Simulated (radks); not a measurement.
# Taking charge from the 5d level of Ta⁺ in fractions

What happens to E and to the 5d eigenvalue of Ta⁺ when a fraction of an electron is removed? The exact functional would give straight lines between whole numbers for a frontier level.

The numbers are computed with radks (a radial shooting solver on a logarithmic mesh, Libxc functionals) version 1 (Dirac Kohn-Sham, PBE, spin-unpolarised, spherical densities, finite nucleus; open shells are shared between the two j in proportion to 2j + 1), except any that are marked as measured or tabulated.

## 1. What is computed

```
element            : tantalum (Z = 73)
charge             : +1
electrons          : 72
configuration      : [Xe] 4f14 5d3 6s1
nuclear rms radius : 5.3507 fm
```

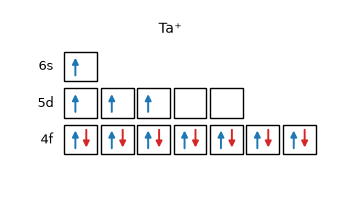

Occupation of the outer shells (arrows by Hund's rule).

In the logs a row gives level, spin channel, occupation and eigenvalue; Etot, Ekin, Encl (electron-nucleus), Eh (Hartree) and Exc are energies, all in hartree; err is the last residual, it the number of iterations.

## 2. Start: [Xe] 4f14 5d3 6s1

Input:

```text
Z 73
configuration [Xe] 4f14 5d3 6s1
relativity Dirac
functional pbe,pbe
spin unpolarised
j_filling average
nucleus finite rms 5.3507 fm
c 137.035999084
```

The log of the run:

```text
1s1/2   1   2.0000       -2471.81071722
2s1/2   1   2.0000        -424.64072708
2p1/2   1   2.0000        -405.91442904
2p3/2   1   4.0000        -359.23766172
3s1/2   1   2.0000         -97.47657599
3p1/2   1   2.0000         -89.13619336
3p3/2   1   4.0000         -79.08758996
3d3/2   1   4.0000         -64.97828881
3d5/2   1   6.0000         -62.78948476
4s1/2   1   2.0000         -20.08277336
4p1/2   1   2.0000         -16.64120663
4p3/2   1   4.0000         -14.32770344
4d3/2   1   4.0000          -8.66679088
4d5/2   1   6.0000          -8.24175426
4f5/2   1   6.0000          -1.21045999
4f7/2   1   8.0000          -1.13762544
5s1/2   1   2.0000          -2.93993709
5p1/2   1   2.0000          -1.94400005
5p3/2   1   4.0000          -1.62282393
5d3/2   1   1.2000          -0.39960803
5d5/2   1   1.8000          -0.37612019
6s1/2   1   1.0000          -0.42687707
Etot -15623.289177866665
Ekin 17530.638997573536
Encl -38940.84186810215
Eh 6104.038121371701
Exc -317.1244287097519
err 2.9167310921975776e-09
it 16
```

5d5/2 is the highest filled level (-10.235 eV).

From the orbitals of this run (lengths in bohr):

```csv
level,occupation,energy (eV),<r>,outermost maximum (interpolated),90 % within,nodes
5s1/2,2,-80.000,1.102,0.990,1.59,4
5p1/2,2,-52.899,1.221,1.07,1.79,3
5p3/2,4,-44.159,1.327,1.15,1.95,3
4f5/2,6,-32.938,0.6339,0.439,1.06,0
4f7/2,8,-30.956,0.6449,0.444,1.08,0
6s1/2,1,-11.616,3.074,2.67,4.49,5
5d3/2,1.2,-10.874,2.060,1.54,3.27,2
5d5/2,1.8,-10.235,2.138,1.59,3.40,2
```

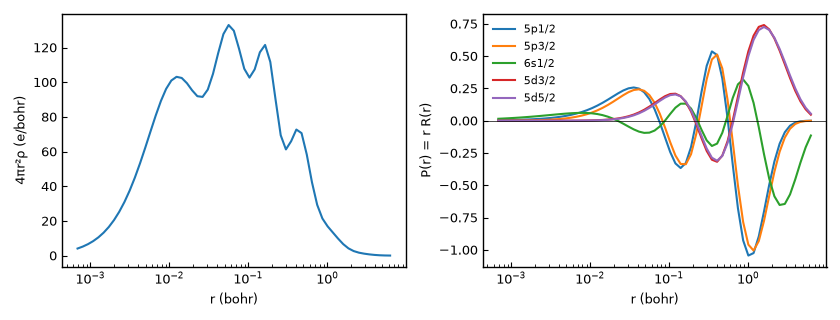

Left: shells in the radial density. Right: radial functions of the outer levels.

## 3. 0.1 electron removed from 5d

Settings, as their differences from step 2:

```diff
@@ -1,3 +1,3 @@
 Z 73
-configuration [Xe] 4f14 5d3 6s1
+configuration [Xe] 4f14 5d2.9 6s1
 relativity Dirac
```

The log of the run:

```text
1s1/2   1   2.0000       -2471.84869155
2s1/2   1   2.0000        -424.67889864
2p1/2   1   2.0000        -405.95259159
2p3/2   1   4.0000        -359.27583307
3s1/2   1   2.0000         -97.51460069
3p1/2   1   2.0000         -89.17422436
3p3/2   1   4.0000         -79.12561339
3d3/2   1   4.0000         -65.01634809
3d5/2   1   6.0000         -62.82753967
4s1/2   1   2.0000         -20.12081137
4p1/2   1   2.0000         -16.67925026
4p3/2   1   4.0000         -14.36576371
4d3/2   1   4.0000          -8.70487090
4d5/2   1   6.0000          -8.27984045
4f5/2   1   6.0000          -1.24851470
4f7/2   1   8.0000          -1.17567460
5s1/2   1   2.0000          -2.97784912
5p1/2   1   2.0000          -1.98153642
5p3/2   1   4.0000          -1.65997782
5d3/2   1   1.1600          -0.43293856
5d5/2   1   1.7400          -0.40902397
6s1/2   1   1.0000          -0.45425905
Etot -15623.248978272539
Ekin 17530.60796217765
Encl -38938.083008926886
Eh 6101.319913314246
Exc -317.0938448375516
err 3.769349908789667e-09
it 16
```

Energy against step 2 (start: [Xe] 4f14 5d3 6s1): +1.094 eV. The top filled level is 5d5/2, -11.130 eV.

## 4. 0.2 electron removed from 5d

Settings, as their differences from step 3:

```diff
@@ -1,3 +1,3 @@
 Z 73
-configuration [Xe] 4f14 5d2.9 6s1
+configuration [Xe] 4f14 5d2.8 6s1
 relativity Dirac
```

The log of the run:

```text
1s1/2   1   2.0000       -2471.88752177
2s1/2   1   2.0000        -424.71793362
2p1/2   1   2.0000        -405.99161801
2p3/2   1   4.0000        -359.31486824
3s1/2   1   2.0000         -97.55347203
3p1/2   1   2.0000         -89.21310285
3p3/2   1   4.0000         -79.16448332
3d3/2   1   4.0000         -65.05525720
3d5/2   1   6.0000         -62.86644394
4s1/2   1   2.0000         -20.15969364
4p1/2   1   2.0000         -16.71813846
4p3/2   1   4.0000         -14.40466935
4d3/2   1   4.0000          -8.74379712
4d5/2   1   6.0000          -8.31877306
4f5/2   1   6.0000          -1.28741002
4f7/2   1   8.0000          -1.21456379
5s1/2   1   2.0000          -3.01657527
5p1/2   1   2.0000          -2.01986032
5p3/2   1   4.0000          -1.69789405
5d3/2   1   1.1200          -0.46693958
5d5/2   1   1.6800          -0.44259629
6s1/2   1   1.0000          -0.48210223
Etot -15623.205437589488
Ekin 17530.573887768216
Encl -38935.26217597583
Eh 6098.545228636029
Exc -317.06237801789905
err 2.6203322489699683e-09
it 16
```

E − E(step 2, start: [Xe] 4f14 5d3 6s1) = +2.279 eV. The top filled level is 5d5/2, -12.044 eV.

## 5. 0.3 electron removed from 5d

Settings, as their differences from step 4:

```diff
@@ -1,3 +1,3 @@
 Z 73
-configuration [Xe] 4f14 5d2.8 6s1
+configuration [Xe] 4f14 5d2.7 6s1
 relativity Dirac
```

The log of the run:

```text
1s1/2   1   2.0000       -2471.92718132
2s1/2   1   2.0000        -424.75780521
2p1/2   1   2.0000        -406.03148154
2p3/2   1   4.0000        -359.35474042
3s1/2   1   2.0000         -97.59316273
3p1/2   1   2.0000         -89.25280156
3p3/2   1   4.0000         -79.20417245
3d3/2   1   4.0000         -65.09498891
3d5/2   1   6.0000         -62.90617030
4s1/2   1   2.0000         -20.19939258
4p1/2   1   2.0000         -16.75784365
4p3/2   1   4.0000         -14.44439272
4d3/2   1   4.0000          -8.78354187
4d5/2   1   6.0000          -8.35852441
4f5/2   1   6.0000          -1.32711798
4f7/2   1   8.0000          -1.25426502
5s1/2   1   2.0000          -3.05608612
5p1/2   1   2.0000          -2.05894242
5p3/2   1   4.0000          -1.73654353
5d3/2   1   1.0800          -0.50158900
5d5/2   1   1.6200          -0.47681521
6s1/2   1   1.0000          -0.51039273
Etot -15623.15848997296
Ekin 17530.5367006081
Encl -38932.38130092957
Eh 6095.716165447484
Exc -317.03005509897434
err 2.8687401458627695e-09
it 16
```

E − E(step 2, start: [Xe] 4f14 5d3 6s1) = +3.556 eV. The top filled level is 5d5/2, -12.975 eV.

## 6. 0.4 electron removed from 5d

Settings, as their differences from step 5:

```diff
@@ -1,3 +1,3 @@
 Z 73
-configuration [Xe] 4f14 5d2.7 6s1
+configuration [Xe] 4f14 5d2.6 6s1
 relativity Dirac
```

The log of the run:

```text
1s1/2   1   2.0000       -2471.96764531
2s1/2   1   2.0000        -424.79848824
2p1/2   1   2.0000        -406.07215707
2p3/2   1   4.0000        -359.39542448
3s1/2   1   2.0000         -97.63364716
3p1/2   1   2.0000         -89.29329489
3p3/2   1   4.0000         -79.24465516
3d3/2   1   4.0000         -65.13551764
3d5/2   1   6.0000         -62.94669319
4s1/2   1   2.0000         -20.23988226
4p1/2   1   2.0000         -16.79833989
4p3/2   1   4.0000         -14.48490787
4d3/2   1   4.0000          -8.82407912
4d5/2   1   6.0000          -8.39906845
4f5/2   1   6.0000          -1.36761228
4f7/2   1   8.0000          -1.29475199
5s1/2   1   2.0000          -3.09635397
5p1/2   1   2.0000          -2.09875514
5p3/2   1   4.0000          -1.77589892
5d3/2   1   1.0400          -0.53686601
5d5/2   1   1.5600          -0.51166008
6s1/2   1   1.0000          -0.53911760
Etot -15623.108071762937
Ekin 17530.496330114824
Encl -38929.442197386554
Eh 6092.834697321096
Exc -316.99690181230415
err 3.0513772192189123e-09
it 16
```

E − E(step 2, start: [Xe] 4f14 5d3 6s1) = +4.928 eV. 5d5/2 is the highest filled level (-13.923 eV).

## 7. 0.5 electron removed from 5d

Settings, as their differences from step 6:

```diff
@@ -1,3 +1,3 @@
 Z 73
-configuration [Xe] 4f14 5d2.6 6s1
+configuration [Xe] 4f14 5d2.5 6s1
 relativity Dirac
```

The log of the run:

```text
1s1/2   1   2.0000       -2472.00889030
2s1/2   1   2.0000        -424.83995902
2p1/2   1   2.0000        -406.11362098
2p3/2   1   4.0000        -359.43689675
3s1/2   1   2.0000         -97.67490122
3p1/2   1   2.0000         -89.33455877
3p3/2   1   4.0000         -79.28590732
3d3/2   1   4.0000         -65.17681935
3d5/2   1   6.0000         -62.98798853
4s1/2   1   2.0000         -20.28113827
4p1/2   1   2.0000         -16.83960277
4p3/2   1   4.0000         -14.52619034
4d3/2   1   4.0000          -8.86538440
4d5/2   1   6.0000          -8.44038069
4f5/2   1   6.0000          -1.40886815
4f7/2   1   8.0000          -1.33599991
5s1/2   1   2.0000          -3.13735268
5p1/2   1   2.0000          -2.13927250
5p3/2   1   4.0000          -1.81593455
5d3/2   1   1.0000          -0.57275101
5d5/2   1   1.5000          -0.54711143
6s1/2   1   1.0000          -0.56826472
Etot -15623.054121260206
Ekin 17530.452707391443
Encl -38926.44656918269
Eh 6089.902683376744
Exc -316.96294284570035
err 3.359342919014877e-09
it 16
```

Energy against step 2 (start: [Xe] 4f14 5d3 6s1): +6.396 eV. The top filled level is 5d5/2, -14.888 eV.

## 8. 0.6 electron removed from 5d

Settings, as their differences from step 7:

```diff
@@ -1,3 +1,3 @@
 Z 73
-configuration [Xe] 4f14 5d2.5 6s1
+configuration [Xe] 4f14 5d2.4 6s1
 relativity Dirac
```

The log of the run:

```text
1s1/2   1   2.0000       -2472.05089425
2s1/2   1   2.0000        -424.88219524
2p1/2   1   2.0000        -406.15585102
2p3/2   1   4.0000        -359.47913496
3s1/2   1   2.0000         -97.71690219
3p1/2   1   2.0000         -89.37657051
3p3/2   1   4.0000         -79.32790623
3d3/2   1   4.0000         -65.21887138
3d5/2   1   6.0000         -63.03003367
4s1/2   1   2.0000         -20.32313763
4p1/2   1   2.0000         -16.88160930
4p3/2   1   4.0000         -14.56821709
4d3/2   1   4.0000          -8.90743461
4d5/2   1   6.0000          -8.48243802
4f5/2   1   6.0000          -1.45086224
4f7/2   1   8.0000          -1.37798541
5s1/2   1   2.0000          -3.17905759
5p1/2   1   2.0000          -2.18047001
5p3/2   1   4.0000          -1.85662622
5d3/2   1   0.9600          -0.60922547
5d5/2   1   1.4400          -0.58315085
6s1/2   1   1.0000          -0.59782271
Etot -15622.99657868869
Ekin 17530.405765895965
Encl -38923.396019901906
Eh 6086.921877230359
Exc -316.92820191310705
err 3.6890355085113114e-09
it 16
```

Energy against step 2 (start: [Xe] 4f14 5d3 6s1): +7.962 eV. 5d5/2 is the highest filled level (-15.868 eV).

## 9. 0.7 electron removed from 5d

Settings, as their differences from step 8:

```diff
@@ -1,3 +1,3 @@
 Z 73
-configuration [Xe] 4f14 5d2.4 6s1
+configuration [Xe] 4f14 5d2.3 6s1
 relativity Dirac
```

The log of the run:

```text
1s1/2   1   2.0000       -2472.09363641
2s1/2   1   2.0000        -424.92517588
2p1/2   1   2.0000        -406.19882624
2p3/2   1   4.0000        -359.52211811
3s1/2   1   2.0000         -97.75962867
3p1/2   1   2.0000         -89.41930874
3p3/2   1   4.0000         -79.37063048
3d3/2   1   4.0000         -65.26165238
3d5/2   1   6.0000         -63.07280724
4s1/2   1   2.0000         -20.36585863
4p1/2   1   2.0000         -16.92433776
4p3/2   1   4.0000         -14.61096637
4d3/2   1   4.0000          -8.95020797
4d5/2   1   6.0000          -8.52521862
4f5/2   1   6.0000          -1.49357248
4f7/2   1   8.0000          -1.42068643
5s1/2   1   2.0000          -3.22144533
5p1/2   1   2.0000          -2.22232454
5p3/2   1   4.0000          -1.89795116
5d3/2   1   0.9200          -0.64627188
5d5/2   1   1.3800          -0.61976091
6s1/2   1   1.0000          -0.62778088
Etot -15622.935386092075
Ekin 17530.355441342224
Encl -38920.292060447406
Eh 6083.89393482639
Exc -316.89270181328277
err 4.079348135892397e-09
it 16
```

E − E(step 2, start: [Xe] 4f14 5d3 6s1) = +9.627 eV. 5d5/2 is the highest filled level (-16.865 eV).

## 10. 0.8 electron removed from 5d

Settings, as their differences from step 9:

```diff
@@ -1,3 +1,3 @@
 Z 73
-configuration [Xe] 4f14 5d2.3 6s1
+configuration [Xe] 4f14 5d2.2 6s1
 relativity Dirac
```

The log of the run:

```text
1s1/2   1   2.0000       -2472.13709717
2s1/2   1   2.0000        -424.96888111
2p1/2   1   2.0000        -406.24252683
2p3/2   1   4.0000        -359.56582637
3s1/2   1   2.0000         -97.80306047
3p1/2   1   2.0000         -89.46275326
3p3/2   1   4.0000         -79.41405987
3d3/2   1   4.0000         -65.30514220
3d5/2   1   6.0000         -63.11628908
4s1/2   1   2.0000         -20.40928080
4p1/2   1   2.0000         -16.96776766
4p3/2   1   4.0000         -14.65441765
4d3/2   1   4.0000          -8.99368389
4d5/2   1   6.0000          -8.56870190
4f5/2   1   6.0000          -1.53697804
4f7/2   1   8.0000          -1.46408212
5s1/2   1   2.0000          -3.26449383
5p1/2   1   2.0000          -2.26481426
5p3/2   1   4.0000          -1.93988787
5d3/2   1   0.8800          -0.68387362
5d5/2   1   1.3200          -0.65692511
6s1/2   1   1.0000          -0.65812916
Etot -15622.870487139919
Ekin 17530.301670529512
Encl -38917.13611452613
Eh 6080.820421334733
Exc -316.85646447803015
err 4.302698098135939e-09
it 16
```

E − E(step 2, start: [Xe] 4f14 5d3 6s1) = +11.393 eV. Highest occupied level: 5d5/2 at -17.876 eV.

## 11. 0.9 electron removed from 5d

Settings, as their differences from step 10:

```diff
@@ -1,3 +1,3 @@
 Z 73
-configuration [Xe] 4f14 5d2.2 6s1
+configuration [Xe] 4f14 5d2.1 6s1
 relativity Dirac
```

The log of the run:

```text
1s1/2   1   2.0000       -2472.18125807
2s1/2   1   2.0000        -425.01329218
2p1/2   1   2.0000        -406.28693413
2p3/2   1   4.0000        -359.61024103
3s1/2   1   2.0000         -97.84717851
3p1/2   1   2.0000         -89.50688504
3p3/2   1   4.0000         -79.45817532
3d3/2   1   4.0000         -65.34932180
3d5/2   1   6.0000         -63.16046013
4s1/2   1   2.0000         -20.45338476
4p1/2   1   2.0000         -17.01187963
4p3/2   1   4.0000         -14.69855153
4d3/2   1   4.0000          -9.03784292
4d5/2   1   6.0000          -8.61286837
4f5/2   1   6.0000          -1.58105922
4f7/2   1   8.0000          -1.50815278
5s1/2   1   2.0000          -3.30818216
5p1/2   1   2.0000          -2.30791852
5p3/2   1   4.0000          -1.98241607
5d3/2   1   0.8400          -0.72201497
5d5/2   1   1.2600          -0.69462778
6s1/2   1   1.0000          -0.68885803
Etot -15622.801827211564
Ekin 17530.244393127316
Encl -38913.92952673208
Eh 6077.702817414101
Exc -316.8195110209041
err 5.339764705605718e-09
it 16
```

Energy against step 2 (start: [Xe] 4f14 5d3 6s1): +13.261 eV. Highest occupied level: 6s1/2 at -18.745 eV.

## 12. 1 electron removed from 5d

Settings, as their differences from step 11:

```diff
@@ -1,3 +1,3 @@
 Z 73
-configuration [Xe] 4f14 5d2.1 6s1
+configuration [Xe] 4f14 5d2 6s1
 relativity Dirac
```

The log of the run:

```text
1s1/2   1   2.0000       -2472.22610164
2s1/2   1   2.0000        -425.05839139
2p1/2   1   2.0000        -406.33203048
2p3/2   1   4.0000        -359.65534442
3s1/2   1   2.0000         -97.89196477
3p1/2   1   2.0000         -89.55168608
3p3/2   1   4.0000         -79.50295880
3d3/2   1   4.0000         -65.39417319
3d5/2   1   6.0000         -63.20530242
4s1/2   1   2.0000         -20.49815221
4p1/2   1   2.0000         -17.05665536
4p3/2   1   4.0000         -14.74334963
4d3/2   1   4.0000          -9.08266665
4d5/2   1   6.0000          -8.65769963
4f5/2   1   6.0000          -1.62579738
4f7/2   1   8.0000          -1.55287975
5s1/2   1   2.0000          -3.35249050
5p1/2   1   2.0000          -2.35161779
5p3/2   1   4.0000          -2.02551658
5d3/2   1   0.8000          -0.76068096
5d5/2   1   1.2000          -0.73285406
6s1/2   1   1.0000          -0.71995847
Etot -15622.729353142166
Ekin 17530.183549680587
Encl -38910.673565777994
Eh 6074.542524727294
Exc -316.7818617720536
err 6.829445435042501e-09
it 16
```

E − E(step 2, start: [Xe] 4f14 5d3 6s1) = +15.234 eV. 6s1/2 is the highest filled level (-19.591 eV).

## 13. Results

```csv
removed (e),E − E(0) (eV),eigenvalue (eV),E minus straight line (eV)
0,0.000,-10.490,0.000
0.1,1.094,-11.390,-0.429
0.2,2.279,-12.309,-0.768
0.3,3.556,-13.244,-1.014
0.4,4.928,-14.197,-1.165
0.5,6.396,-15.167,-1.221
0.6,7.962,-16.152,-1.178
0.7,9.627,-17.153,-1.036
0.8,11.393,-18.169,-0.794
0.9,13.261,-19.200,-0.449
1,15.234,-20.245,0.000
```

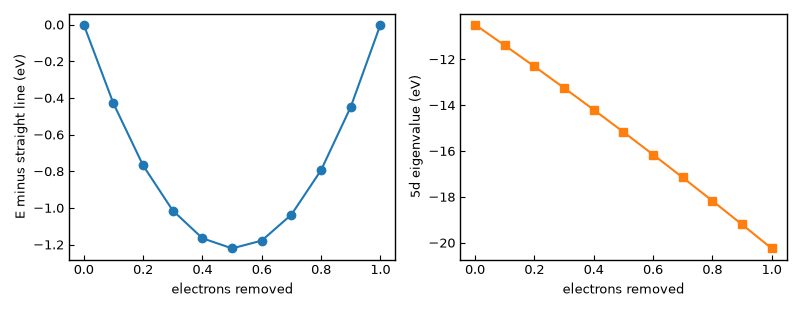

Left: the energy against the straight line between the ends. Right: the eigenvalue of the level emptied.

In words: Removing the whole electron costs 15.234 eV, against 10.490 eV from minus the starting eigenvalue. Slater's transition state, half an electron removed, gives 15.167 eV. The trapezoid integral of minus the eigenvalue gives 15.235 eV over the range, against 15.234 eV from the energies (Janak's theorem). The eigenvalue moves by 9.75 eV per electron. E bends below the straight line by 1.22 eV at 0.5 electron removed: the delocalisation error of the functional.
